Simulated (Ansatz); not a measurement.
CH$_{4}$AlCl$_{2}$F···HF

The calculation's input:

```
crystal:
  periodic: [false, false, false]
  atoms:
    - { symbol: Al, position_ang: [-0.291211, -0.724426, 0.910959] }
    - { symbol: Cl, position_ang: [-1.478899, 1.105148, 1.187329] }
    - { symbol: C, position_ang: [-0.711658, -1.91075, -0.536616] }
    - { symbol: Cl, position_ang: [1.055917, -1.106695, 2.46773] }
    - { symbol: H, position_ang: [1.554619, 1.661578, -0.858191] }
    - { symbol: F, position_ang: [1.607196, 0.761214, -0.98448] }
    - { symbol: H, position_ang: [-0.045594, 3.167939, 0.430091] }
    - { symbol: F, position_ang: [0.650394, 3.469427, -0.074525] }
    - { symbol: H, position_ang: [-1.751171, -1.798502, -0.876002] }
    - { symbol: H, position_ang: [-0.057424, -1.660976, -1.387715] }
    - { symbol: H, position_ang: [-0.532168, -2.964057, -0.278481] }
basis:
  gaussian: { orbitals: def2-SVP }
hamiltonian:
  xc: r2scanh
  dispersion: d4
relax:
  f_tol: 0.03
  max_steps: 50
output:
  orbitals: {}
```

Launched as:

```sh
ansatz run input.yaml --threads 4 --pin off --max-ram 5120MiB --backend cpu --events-out ev --progress --plain --runs-dir out
```

The fields are those of the run's last geometry, not of the input's.

All numbers below come from Ansatz 0.2.0, RKS r2SCANh-D4/def2-SVP.

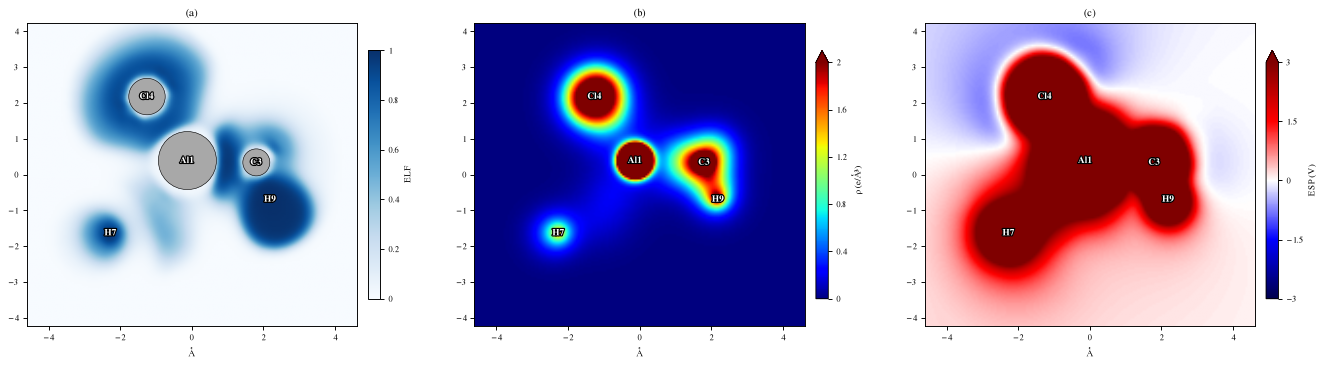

Figure 1. (a) ELF; (b) electron density; (c) electrostatic potential on the plane of atoms C3, Al1 and Cl4. Grey discs cover the atomic cores in the ELF map.

What does the map show?

The plane passes through Al, C, Cl and H nuclei.
C–Al (1.93 Å): the density is about 0.76 e/Å³ at the midpoint; the ELF peaks at about 0.95 between the atoms; a shared but strongly polarised pair.
Al–Cl (2.11 Å): ρ at the midpoint is about 0.69 e/Å³; the ELF peaks at about 0.90 in the valence shell of Cl, 0.9 Å from its nucleus, and is about 0.80 at the midpoint.
C–H (1.10 Å): ρ at the midpoint is about 1.8 e/Å³; the ELF climbs to about 1 towards the hydrogen, as it does in any bond to H: a covalent bond by its length.
The ELF also peaks beside Cl4, away from the bonds: lone-pair regions.
Outside the dense part of the complex the potential is most negative (−0.8 V) near Cl4.

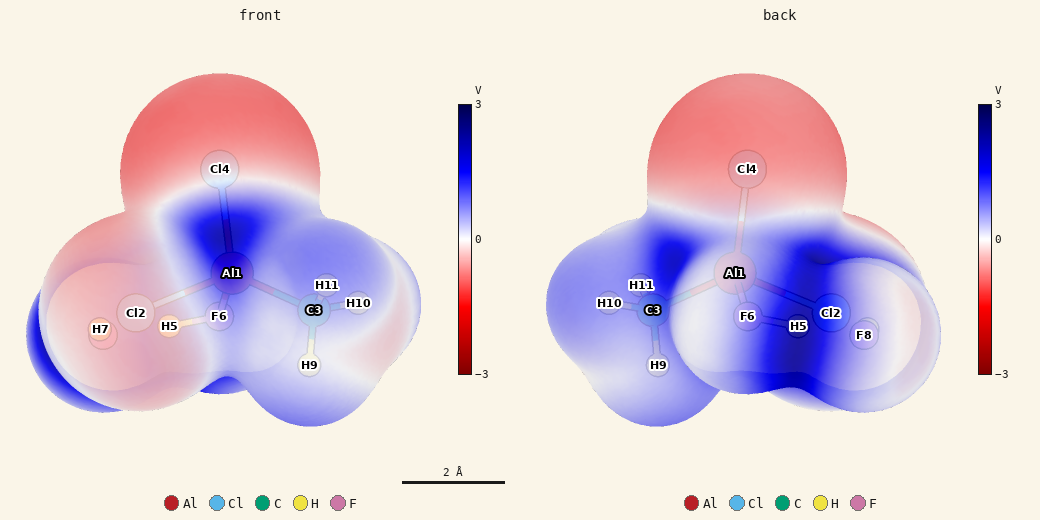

Figure 2. The electrostatic potential painted on the density surface at 0.002 e/bohr³, seen from the front and from behind; the colour scale runs from red (negative) to blue (positive).

Where is the surface potential most negative and most positive?

The most negative region (about −0.8 V, or −18 kcal/mol for a unit charge) lies over Cl4, the most positive (about +2.2 V, or +51 kcal/mol for a unit charge) over Al1, H5 and F8.

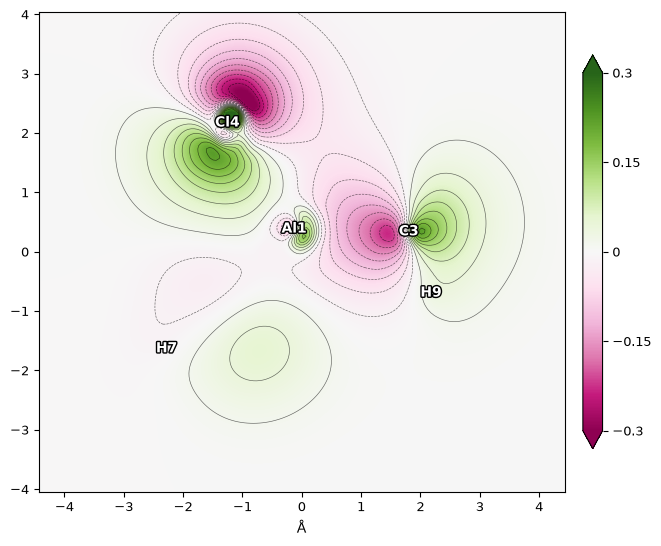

Figure 3. The HOMO−1 on the plane of atoms Al1, C3 and H9 (values in Å⁻³ᐟ²; the overall sign is arbitrary).

What is the character of this orbital?

Its weight (Hirshfeld) is mainly on Cl4 (about 70 %), Cl2 (about 15 %) and Al1 (about 5 %); largely a lone pair of Cl4. Its energy is −8.30 eV.
